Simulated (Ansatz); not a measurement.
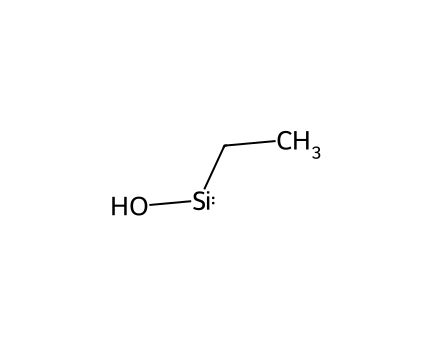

Computed geometry: PBE-D4/def2-SVP optimisation. No frequency run is at hand to confirm it as a minimum. Properties computed with RKS PBE-D4/def2-SVP (Ansatz 0.2.0).

### Estimate the dipole moment.

2.46 D.

### Give the dispersion correction at this level.

−18.5 kJ/mol.
